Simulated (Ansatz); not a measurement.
```xyz
9

F     0.3342   -2.0565   -0.3187
C     0.6010   -1.1201    0.5436
F     1.2962   -1.6073    1.5384
C     0.2471    0.1501    0.4745
C    -0.5396    0.7736   -0.6197
F    -1.6757    1.3061   -0.1433
F    -0.8717   -0.0758   -1.5906
F     0.1470    1.7806   -1.1813
H     0.5501    0.8031    1.2799
```

Geometry: PBE0-D4/def2-TZVP.

Method: RKS PBE0-D4/def2-TZVPP in Ansatz 0.2.0.

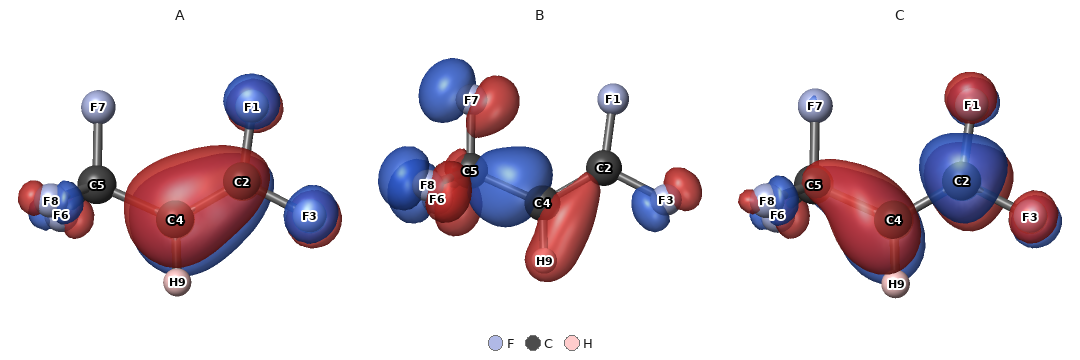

C$_{3}$HF$_{5}$ (SMILES FC(F)=CC(F)(F)F). Three frontier orbitals at ±0.15 Å⁻³ᐟ² (blue and red are the two phases), in no order.

Question: Order the three orbitals by energy and name them.

Answer: B is the HOMO−1 (−11.55 eV). It lies mainly on F7 (about 20 %), C4 (about 20 %), F6 (about 15 %), F8 (about 15 %) and C5 (about 15 %). A is the HOMO (−8.57 eV). By Hirshfeld shares it lies mainly on C4 (about 45 %), C2 (about 25 %), F3 (about 10 %) and F1 (about 10 %); π-bonding across C4–C2. C is the LUMO (−0.42 eV). Its weight (Hirshfeld) is mainly on C2 (about 40 %), C4 (about 25 %), F1 (about 10 %), F3 (about 10 %) and C5 (about 5 %); π-antibonding (π*) across C2–C4.

Question: What is the HOMO–LUMO gap?

Answer: 8.15 eV between the orbital energies.
